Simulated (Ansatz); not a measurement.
# Grüneisen parameters and expansion of ReS (hypothetical, F-43m), part 2 of 3

Wanted: mode Grüneisen parameters of ReS (hypothetical) and a free-energy fit over volumes. The crystal structure is hypothetical: it was made by swapping elements on a known structure type.

Ansatz 0.2.0; DFT PBEsol, scalar-relativistic, plane waves, PAW.

So far. Step 2 (Probe on a coarse mesh): The start is under -30 GPa at this level and looks like a metal on this mesh. Step 5 (Relaxing to small residual forces and stress): The residual pressure is 0.0056 GPa, small enough for phonons.

### Step 6. Lattice dynamics at this volume, V/V0 1

Phonons at this volume give one point of F(V, T); meshes stay fixed along the series.

input.yaml reads:

```yaml
crystal:
  lattice:
    - [0.0, 2.5918834258, 2.5918834258]
    - [2.5918834258, 0.0, 2.5918834258]
    - [2.5918834258, 2.5918834258, 0.0]
  atoms:
    - { symbol: Re, position: [0.0, 0.0, 0.0] }
    - { symbol: S, position: [0.25, 0.25, 0.25] }
kpoints:
  mp_grid: { grid: [16, 16, 16] }
hamiltonian:
  xc: pbesol
scf:
  occupations: { method: methfessel_paxton, width: 0.15 }
output:
  eigenvalues: true
phonons:
  method: dfpt
  qmesh: [4, 4, 4]
  temperatures: { t_max: 1000, t_step: 50 }
  qpath:
    path:
      - [[0.0, 0.0, 0.0], [-0.5, -0.5, 0.0], [-0.375, -0.375, 0.25]]
      - [[-0.375, 0.0, 0.375], [0.0, 0.0, 0.0], [0.0, 0.0, 0.5], [-0.5, -0.25, 0.25], [-0.5, -0.5, 0.0]]
    npoints: 10
```

Command:

```sh
$ ansatz run input.yaml --threads 4 --pin off --max-ram 8192MiB --backend cpu --events-out ev --progress --plain --runs-dir out
```

Numbers of over 12 decimals in the logs are rounded to 6 here.

The log of the run:

```text
[...]
Crystal: 2 atoms, lattice volume = 34.824 Å³
Basis set: ecut = 420 eV, 701 PW (Γ), exchange–correlation on 50×50×50 points (8 copies of the dense FFT grid, shifted against one another)
Bands: 15, of which v1, the nominal top of the filled ones, is band 11 counted from 1 (10 counted from 0)
Symmetry: 24 space group operations
k-points: 145 of 4096 (time reversal used)
[...]
SCF iter   1: F=—  HF=-11621.559726 eV  |F-HF|=—  |Δ(HF+E_count)|=         —  Δρ=6.39e-3  dr2=6.36e-3  ethr=1.77e-3  ⟨swp⟩=5.0  Hψ=12123  notcnv=0
[...]
SCF iter   9: F=-11621.560308 eV  HF=-11621.560308 eV  |F-HF|=1.09e-11  |Δ(HF+E_count)|=  5.46e-12  S|Δr|=    0.00e0  Δρ=1.31e-7  dr2=4.91e-12  ethr=1.00e-12  ⟨swp⟩=5.0  Hψ=10445  notcnv=0
SCF 1 converged in 9 iterations: F = -11621.560308 eV  dr2 = 4.91e-12
[...]
phonons: the bands overlap, so this run is a metal and interpolates without the dipole-dipole term. If the crystal is really an insulator or semiconductor, its LO-TO splitting is missing
NSCF: frozen V_eff on 145 k-points
[...]
DFPT response loops at q = (0, 0, 0) (fractional): preconditioner auto → Kerker (q_TF=auto, 2.508 Å⁻¹) (partly filled bands, converged f_vac=0.000); β = 1.00, the filter's whole step (`scf.mixing.beta` (0.50) is not read by the response loops under this deck's `scf.mixing.preconditioner`; to damp them name `kerker` or `kerker_dos`, under which they read `scf.mixing.beta`, and type it under 1.00, their step now; both keys bind the ground state too); Broyden in place of MSR1
[...]
SCF converged after 9 iterations
[...]
Free energy (F): -11621.560308 eV
[...]
Internal energy: -11621.557813 eV  (E = F + TS)
E sigma→0 (E₀):  -11621.559684 eV
Entropy (-TS):   -0.002495 eV (-1.247 meV/atom)
Fermi energy:    14.043421 eV
[...]
--- Band table (eV; the first three rows and the last of 145) ---
  k-point 0: bands = [... 7 lower, 7.6982, 12.8581, 12.8581, 15.3153, 18.9693, 18.9693, 18.9693, 22.3624]
  k-point 1: bands = [... 7 lower, 7.7226, 12.8334, 12.8334, 15.4813, 18.7896, 18.9871, 18.9871, 22.0714]
  k-point 2: bands = [... 7 lower, 7.7910, 12.7781, 12.7781, 15.9235, 18.2845, 18.9771, 18.9771, 21.4246]
  k-point 144: bands = [... 7 lower, 9.3293, 11.3372, 12.5869, 14.0042, 15.2916, 16.8616, 21.8765, 22.1915]
--- Phonons (Γ-DFPT): 2 representative perturbations + reference (Σ response iterations 6) ---
  ASR residual: 4.018e-5 → 0.000e0 eV/Å²; symmetrization residual: 1.144e-6 eV/Å²
  ASR residual per site (eV/Å²): 4.02e-5 3.25e-5
  Γ frequencies (cm⁻¹): 0.00 0.00 0.00 422.80 422.80 422.80
--- Phonons (arbitrary-q DFPT): 8 irreducible q on the 4×4×4 mesh ---
  q = [0.0000, 0.0000, 0.0000] (star 1, of the zone-centre solve; hermiticity 1.27e-7, symmetrization 3.85e-14): -0.00 -0.00 0.00 422.80 422.80 422.80
  q = [0.0000, 0.0000, 0.2500] (star 8, 2 solved perturbations on 2176 of 4096 k-point pairs; hermiticity 2.83e-7, symmetrization 1.16e-13): -41.74 -41.74 93.23 381.22 412.60 412.60
[...]
q = [0.0000, 0.2500, 0.2500] (star 6, 4 solved perturbations in 3616 linear systems a pass and spin channel, the states on 1160 of 4096 k-point pairs; hermiticity 4.54e-7, symmetrization 4.09e-14): -34.38 -34.38 110.21 385.27 385.27 418.76
[...]
sum rule: each row above includes the acoustic sum rule's correction from the zone centre's row sums; it moved no ω² by more than (0.52 cm⁻¹)²
  mesh force constants: q→R imaginary residual 2.99e-18; ASR residual 4.018e-5 → 0.000e0 eV/Å²; symmetrization residual 6.217e-15 eV/Å²
  interpolated dispersion: 62 rows × 6 modes
  density of states and harmonic sums: on the 24×24×24 q-mesh, interpolated from the force constants of a 4×4×4 supercell (no non-analytic term)
  largest difference from the sums on the solved wave vectors: F 1.04e-2 eV, S 1.44e-5 and C_V 3.99e-6 eV/K
  zero-point energy: 0.082600 eV/cell   skipped modes (ω ≤ 0): 799, of them read as no rigid motion or as one in doubt: 796 (1.967e0 modes/cell left out, lowest -118.88 cm⁻¹)   left out of the sums: 3.28e-1 of the cell's modes: C_V's classical limit lies that fraction below 3 k_B per atom; for a crystal, a wire or a layer, F and S can be off by more, and a phonons.interpolated_qmesh denser along its periods is the remedy for the sampling
```

Wall time 7.6 min (4 threads of Arm Neoverse V1, shared host); peak memory 4.5 GiB.

This step gave:

| Item | Value |
| --- | --- |
| Γ frequencies | 0, 0, 0, 422.8, 422.8, 422.8 cm⁻¹ (negative: imaginary) |
| lowest frequency on the path | -118.9 cm⁻¹ |
| point group | -43m |
| highest frequency | 422.8 cm⁻¹ |

No LO-TO term. The phonon branches at the labelled points (cm⁻¹):

```
    point  branch 1  branch 2  branch 3  branch 4  branch 5  branch 6
        Γ         0         0         0       423       423       423
        X        32        32       141       397       397       407
        U      -104       -52       152       385       393       409
jump to K      -104       -52       152       385       393       409
        Γ         0         0         0       423       423       423
        L       -29       -29       122       419       419       423
        W      -119       -81       158       374       400       407
        X        32        32       141       397       397       407
```

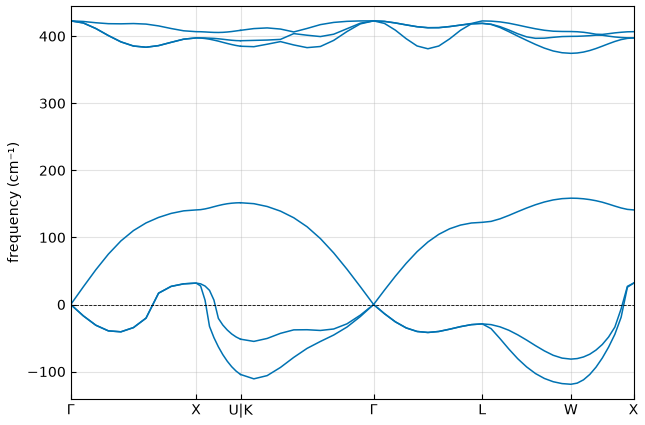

Phonon branches along the path.

The phonon density of states has structure finer than the step of the table below, so its rows give means over 25 cm⁻¹, whole bins alone (the curve runs from -118 to 422 cm⁻¹). Peaks (cm⁻¹: height): -37.5: 0.0655, 147.5: 0.0301, 397.5: 0.102, 407.5: 0.102.

Tetrahedra on 24 24 24, mean over bins of 5 cm⁻¹. Phonon density of states against wavenumber; means over each step:

```
wavenumber (cm⁻¹)  phonon density of states (1/cm⁻¹/cell)
             -100                                  0.0115
              -75                                  0.0156
              -50                                  0.0373
              -25                                  0.0128
                0                                 0.00107
               25                                  7.1e-4
               50                                  5.4e-4
               75                                 0.00148
              100                                 0.00396
              125                                  0.0141
              150                                  0.0198
              175                                       0
              200                                       0
              225                                       0
              250                                       0
              275                                       0
              300                                       0
              325                                       0
              350                                       0
              375                                  0.0188
              400                                  0.0822
```

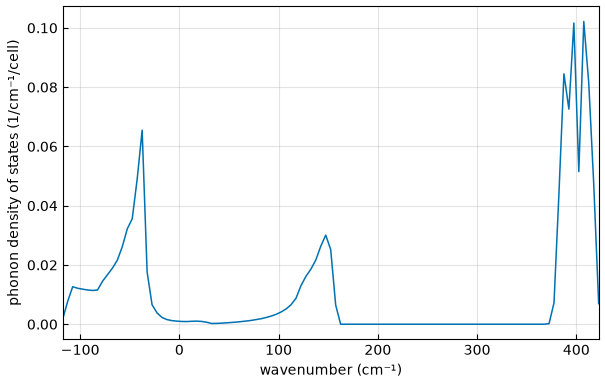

Phonon density of states against wavenumber.

The modes has structure finer than the step of the table below, so its rows give means over 50 cm⁻¹, whole bins alone (the curve runs from -128 to 446 cm⁻¹). Peaks (cm⁻¹: height): Re -41.5: 0.0434, 146.1: 0.0272, 395.0: 0.0133; S 409.4: 0.0775.

Phonopy on the run's constants, 19x19x19 mesh, Gaussian sigma 4.1 cm⁻¹. Modes against wavenumber; means over each step; values in 1/cm⁻¹/cell:

```
wavenumber (cm⁻¹)       Re        S
             -100  0.00784  0.00183
              -50   0.0238  0.00480
                0  0.00133   2.7e-4
               50   6.6e-4   1.1e-4
              100  0.00468   3.8e-4
              150   0.0140   3.0e-4
              200        0        0
              250        0        0
              300        0        0
              350   9.3e-5   3.8e-4
              400  0.00753   0.0515
```

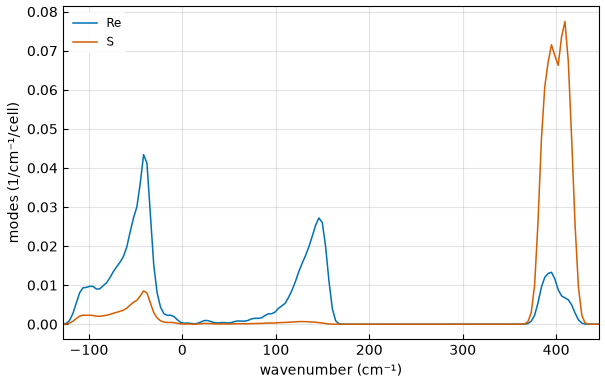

Modes, plotted against wavenumber.

No LO-TO term. The modes at Γ (shares of kinetic energy by element, %):

```
mode  frequency (cm⁻¹)  symmetry  Re %  S %
   1               0.0        T2    85   15
   2               0.0        T2    85   15
   3               0.0        T2    85   15
   4             422.8        T2    15   85
   5             422.8        T2    15   85
   6             422.8        T2    15   85
```

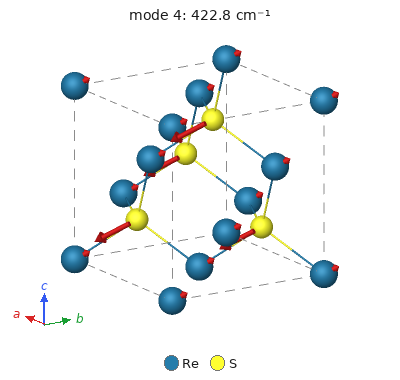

Displacement patterns of mode 4 at Γ; arrows are exaggerated. Bonds to atoms that aren't drawn are left out. Some periodic images of atoms are drawn too.

The lowest solved frequency is -119 cm⁻¹, so the cell is unstable here and gives no valid free energy.

### Step 7. Single point at a scaled cell, V/V0 1.015

Symmetry fixes every atom, so a single point at the scaled cell gives the energy and pressure of this member.

The cell differs from the one that the last finished run ended in (a 3.665 → 3.684 Å, b 3.665 → 3.684 Å, c 3.665 → 3.684 Å).

input.yaml, the sections that differ from step 6:

```yaml
crystal:
  lattice:
    - [0.0, 2.6047785804, 2.6047785804]
    - [2.6047785804, 0.0, 2.6047785804]
    - [2.6047785804, 2.6047785804, 0.0]
  atoms:
    - { symbol: Re, position: [0.0, 0.0, 0.0] }
    - { symbol: S, position: [0.25, 0.25, 0.25] }
output:
  forces: true
  stress: true
  eigenvalues: true
# kpoints, hamiltonian, scf: as in step 6
# phonons: removed
```

The log of the run:

```text
[...]
Crystal: 2 atoms, lattice volume = 35.346 Å³
Basis set: ecut = 420 eV, 701 PW (Γ), exchange–correlation on 50×50×50 points (8 copies of the dense FFT grid, shifted against one another)
Bands: 15, of which v1, the nominal top of the filled ones, is band 11 counted from 1 (10 counted from 0)
Symmetry: 24 space group operations
[...]
k-points: 145 of 4096 (time reversal used)
[...]
SCF iter   1: F=—  HF=-11621.555156 eV  |F-HF|=—  |Δ(HF+E_count)|=         —  Δρ=6.05e-3  dr2=6.07e-3  ethr=1.77e-3  ⟨swp⟩=5.0  Hψ=12090  notcnv=0
[...]
SCF iter   7: F=-11621.555688 eV  HF=-11621.555688 eV  |F-HF|=9.93e-10  |Δ(HF+E_count)|=   5.10e-9  S|Δr|=    0.00e0  Δρ=3.93e-6  dr2=4.09e-9  ethr=4.76e-10  ⟨swp⟩=4.9  Hψ=7289  notcnv=0
SCF 1 converged in 7 iterations: F = -11621.555688 eV  dr2 = 4.09e-9
[...]
SCF converged after 7 iterations
[...]
Free energy (F): -11621.555688 eV
[...]
Internal energy: -11621.553147 eV  (E = F + TS)
E sigma→0 (E₀):  -11621.555053 eV
Entropy (-TS):   -0.002541 eV (-1.270 meV/atom)
Fermi energy:    13.772368 eV
[...]
--- Stress (GPa, compression-positive) ---
       -2.805767       0.000000       0.000000
        0.000000      -2.805767      -0.000000
        0.000000      -0.000000      -2.805767
  P = ⅓ Tr σ = -2.8058 GPa (-28.058 kbar)
--- Band table (eV; the first three rows and the last of 145) ---
  k-point 0: bands = [... 7 lower, 7.5035, 12.6200, 12.6200, 14.9938, 18.6279, 18.6279, 18.6279, 21.9869]
  k-point 1: bands = [... 7 lower, 7.5273, 12.5960, 12.5960, 15.1582, 18.4486, 18.6412, 18.6412, 21.7058]
  k-point 2: bands = [... 7 lower, 7.5940, 12.5423, 12.5423, 15.5969, 17.9432, 18.6208, 18.6208, 21.0831]
  k-point 144: bands = [... 7 lower, 9.0853, 11.1326, 12.3445, 13.7315, 14.9939, 16.5242, 21.5390, 21.7934]
```

The job ended after 1.9 s (4 threads; peak memory 0.38 GiB; 6.8 s of CPU time).

This step gave:

| Item | Value |
| --- | --- |
| pressure | -2.806 GPa |
| volume per atom | 17.67 Å³ |

The run ends at a pressure of -2.81 GPa.

### Step 8. Lattice dynamics at this volume, V/V0 1.015

The same q-mesh and k-mesh are kept at every volume, so that much of their error can cancel in the differences.

input.yaml, the sections that differ from step 7:

```yaml
output:
  eigenvalues: true
phonons:
  method: dfpt
  qmesh: [4, 4, 4]
  temperatures: { t_max: 1000, t_step: 50 }
  qpath:
    path:
      - [[0.0, 0.0, 0.0], [-0.5, -0.5, 0.0], [-0.375, -0.375, 0.25]]
      - [[-0.375, 0.0, 0.375], [0.0, 0.0, 0.0], [0.0, 0.0, 0.5], [-0.5, -0.25, 0.25], [-0.5, -0.5, 0.0]]
    npoints: 10
# crystal, kpoints, hamiltonian, scf: as in step 7
```

The log of the run:

```text
[...]
Crystal: 2 atoms, lattice volume = 35.346 Å³
Basis set: ecut = 420 eV, 701 PW (Γ), exchange–correlation on 50×50×50 points (8 copies of the dense FFT grid, shifted against one another)
Bands: 15, of which v1, the nominal top of the filled ones, is band 11 counted from 1 (10 counted from 0)
Symmetry: 24 space group operations
k-points: 145 of 4096 (time reversal used)
[...]
k-point 144: bands = [... 7 lower, 9.0853, 11.1326, 12.3445, 13.7315, 14.9939, 16.5242, 21.5390, 21.7934]
[...]
ASR residual: 6.791e-5 → 0.000e0 eV/Å²; symmetrization residual: 1.016e-6 eV/Å²
  ASR residual per site (eV/Å²): 6.79e-5 8.96e-6
  Γ frequencies (cm⁻¹): 0.00 0.00 0.00 412.86 412.86 412.86
--- Phonons (arbitrary-q DFPT): 8 irreducible q on the 4×4×4 mesh ---
[...]
interpolated dispersion: 62 rows × 6 modes
[...]
[key lines of the parts left out:]
SCF converged after 9 iterations
Free energy (F): -11621.555688 eV
Fermi energy:    13.772366 eV
```

Wall time 7.7 min (4 threads); peak memory 4.6 GiB; 30 min of CPU time.

No LO-TO term. The phonon branches at the labelled points (cm⁻¹):

```
    point  branch 1  branch 2  branch 3  branch 4  branch 5  branch 6
        Γ         0         0         0       413       413       413
        X        42        42       137       386       386       397
        U       -98       -43       148       374       382       399
jump to K       -98       -43       148       374       382       399
        Γ         0         0         0       413       413       413
        L       -21       -21       120       408       408       412
        W      -113       -75       154       363       390       396
        X        42        42       137       386       386       397
```

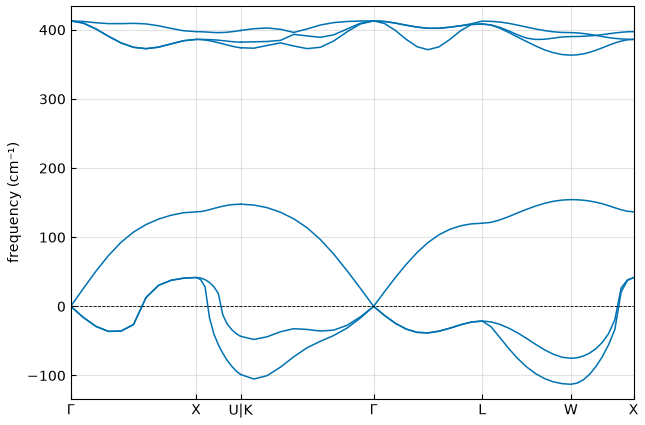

Phonon branches along the path.

The lowest solved frequency is -113 cm⁻¹, so the cell is unstable here and gives no valid free energy. The highest zone-centre mode (no LO–TO term) moved by -2.4 % for a volume change of +1.5 %.

### Step 9. A cell at another volume, V/V0 0.985

Symmetry fixes every atom, so a single point at the scaled cell gives the energy and pressure of this member.

The cell differs from the one that the last finished run ended in (a 3.684 → 3.647 Å, b 3.684 → 3.647 Å, c 3.684 → 3.647 Å).

input.yaml, the sections that differ from step 8:

```yaml
crystal:
  lattice:
    - [0.0, 2.5788586661, 2.5788586661]
    - [2.5788586661, 0.0, 2.5788586661]
    - [2.5788586661, 2.5788586661, 0.0]
  atoms:
    - { symbol: Re, position: [0.0, 0.0, 0.0] }
    - { symbol: S, position: [0.25, 0.25, 0.25] }
output:
  forces: true
  stress: true
  eigenvalues: true
# kpoints, hamiltonian, scf: as in step 8
# phonons: removed
```

The log of the run:

```text
[...]
Crystal: 2 atoms, lattice volume = 34.301 Å³
Basis set: ecut = 420 eV, 645 PW (Γ), exchange–correlation on 50×50×50 points (8 copies of the dense FFT grid, shifted against one another)
Bands: 15, of which v1, the nominal top of the filled ones, is band 11 counted from 1 (10 counted from 0)
Symmetry: 24 space group operations
[...]
k-points: 145 of 4096 (time reversal used)
[...]
--- Band table (eV; the first three rows and the last of 145) ---
  k-point 0: bands = [... 7 lower, 7.8987, 13.1027, 13.1027, 15.6454, 19.3180, 19.3180, 19.3180, 22.7527]
  k-point 1: bands = [... 7 lower, 7.9238, 13.0772, 13.0772, 15.8131, 19.1380, 19.3405, 19.3405, 22.4505]
  k-point 2: bands = [... 7 lower, 7.9939, 13.0202, 13.0202, 16.2588, 18.6341, 19.3417, 19.3417, 21.7778]
  k-point 144: bands = [... 7 lower, 9.5812, 11.5477, 12.8363, 14.2848, 15.5976, 17.2091, 22.2225, 22.6000]
[key lines of the parts left out:]
SCF converged after 6 iterations
Free energy (F): -11621.555381 eV
Fermi energy:    14.322355 eV
P = ⅓ Tr σ = 3.0624 GPa (30.624 kbar)
```

Elapsed: 1.6 s, on 4 threads; peak memory 0.38 GiB; 5.5 s of CPU time.

The run ends at a pressure of 3.06 GPa.

### Step 10. Phonons, V/V0 0.985

Phonons at this volume give one point of F(V, T); meshes stay fixed along the series.

input.yaml, the sections that differ from step 9:

```yaml
output:
  eigenvalues: true
phonons:
  method: dfpt
  qmesh: [4, 4, 4]
  temperatures: { t_max: 1000, t_step: 50 }
  qpath:
    path:
      - [[0.0, 0.0, 0.0], [-0.5, -0.5, 0.0], [-0.375, -0.375, 0.25]]
      - [[-0.375, 0.0, 0.375], [0.0, 0.0, 0.0], [0.0, 0.0, 0.5], [-0.5, -0.25, 0.25], [-0.5, -0.5, 0.0]]
    npoints: 10
# crystal, kpoints, hamiltonian, scf: as in step 9
```

The log of the run:

```text
[...]
Crystal: 2 atoms, lattice volume = 34.301 Å³
Basis set: ecut = 420 eV, 645 PW (Γ), exchange–correlation on 50×50×50 points (8 copies of the dense FFT grid, shifted against one another)
Bands: 15, of which v1, the nominal top of the filled ones, is band 11 counted from 1 (10 counted from 0)
Symmetry: 24 space group operations
k-points: 145 of 4096 (time reversal used)
[...]
k-point 144: bands = [... 7 lower, 9.5812, 11.5477, 12.8363, 14.2849, 15.5976, 17.2092, 22.2225, 22.6001]
[...]
ASR residual: 7.712e-5 → 0.000e0 eV/Å²; symmetrization residual: 1.212e-7 eV/Å²
  ASR residual per site (eV/Å²): 7.71e-5 1.88e-6
  Γ frequencies (cm⁻¹): 0.00 0.00 0.00 432.99 432.99 432.99
--- Phonons (arbitrary-q DFPT): 8 irreducible q on the 4×4×4 mesh ---
[...]
interpolated dispersion: 62 rows × 6 modes
[...]
[key lines of the parts left out:]
SCF converged after 9 iterations
Free energy (F): -11621.555381 eV
Fermi energy:    14.322401 eV
```

Run time: 7.2 min. Hardware: 4 threads; peak memory 4.5 GiB; 28 min of CPU time.

The lowest solved frequency is -125 cm⁻¹, so the cell is unstable here and gives no valid free energy. The highest zone-centre mode (no LO–TO term) moved by +2.4 % for a volume change of -1.5 %.

### Step 11. Single point at a scaled cell, V/V0 1.03

Symmetry fixes every atom, so a single point at the scaled cell gives the energy and pressure of this member.

The cell differs from the one that the last finished run ended in (a 3.647 → 3.702 Å, b 3.647 → 3.702 Å, c 3.647 → 3.702 Å).

input.yaml, the sections that differ from step 10:

```yaml
crystal:
  lattice:
    - [0.0, 2.6175473069, 2.6175473069]
    - [2.6175473069, 0.0, 2.6175473069]
    - [2.6175473069, 2.6175473069, 0.0]
  atoms:
    - { symbol: Re, position: [0.0, 0.0, 0.0] }
    - { symbol: S, position: [0.25, 0.25, 0.25] }
output:
  forces: true
  stress: true
  eigenvalues: true
# kpoints, hamiltonian, scf: as in step 10
# phonons: removed
```

The log of the run:

```text
[...]
Crystal: 2 atoms, lattice volume = 35.869 Å³
Basis set: ecut = 420 eV, 725 PW (Γ), exchange–correlation on 50×50×50 points (8 copies of the dense FFT grid, shifted against one another)
Bands: 15, of which v1, the nominal top of the filled ones, is band 11 counted from 1 (10 counted from 0)
Symmetry: 24 space group operations
[...]
k-points: 145 of 4096 (time reversal used)
[...]
--- Band table (eV; the first three rows and the last of 145) ---
  k-point 0: bands = [... 7 lower, 7.3144, 12.3880, 12.3880, 14.6808, 18.2936, 18.2936, 18.2936, 21.6245]
  k-point 1: bands = [... 7 lower, 7.3376, 12.3647, 12.3647, 14.8436, 18.1148, 18.3027, 18.3027, 21.3530]
  k-point 2: bands = [... 7 lower, 7.4027, 12.3125, 12.3125, 15.2787, 17.6099, 18.2729, 18.2729, 20.7528]
  k-point 144: bands = [... 7 lower, 8.8489, 10.9335, 12.1090, 13.4665, 14.7040, 16.1966, 21.2100, 21.4054]
[key lines of the parts left out:]
SCF converged after 7 iterations
Free energy (F): -11621.542260 eV
Fermi energy:    13.508889 eV
P = ⅓ Tr σ = -5.3896 GPa (-53.896 kbar)
```

Elapsed: 1.9 s, on 4 threads; peak memory 0.38 GiB; 6.8 s of CPU time.

The run ends at a pressure of -5.39 GPa.

[end of part 2 of 3]

[Logs are printed without paths, hosts, clocks, repeated set-up lines and the standing remarks that a program may print on its own settings, such as how far it seeks lower states.]

[Hosts, paths, dates, database ids (printed as entryN), source tags and the programs' standing remarks are cut or masked in the printed files.]

[A step with changed settings may run another functional than the one named; its input shows which.]

[Of the runs on displaced cells, only some may be shown.]
